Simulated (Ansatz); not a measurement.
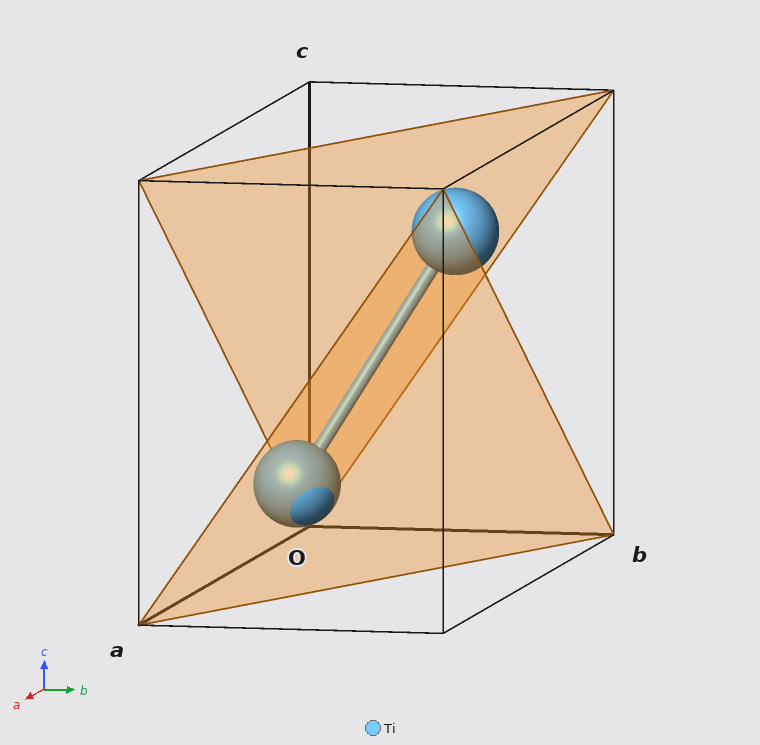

Crystal: Ti, the geometry relaxed with DFT PBEsol, scalar-relativistic, plane waves, PAW in Ansatz 0.2.0. Every member of one family of equally spaced planes, hx + ky + lz = a whole number, that cuts the unit cell is shaded (one member passes through the origin O). Symmetry computed with spglib at a tolerance of 0.002 Å; standard conventional cell.

a = 2.900 Å, b = 2.900 Å, c = 4.589 Å, α = 90.00°, β = 90.00°, γ = 120.00°.

### What are the Miller indices?

(1 1 −1), in four indices (1 1 −2 −1); the opposite sign names the same planes. The member next to the origin meets the axes a at 1, b at 1, c at −1.

### What is the spacing?

d = 1.383 Å.

### Which atoms of the cell lie in these planes (within 0.03 Å)?

No atom.
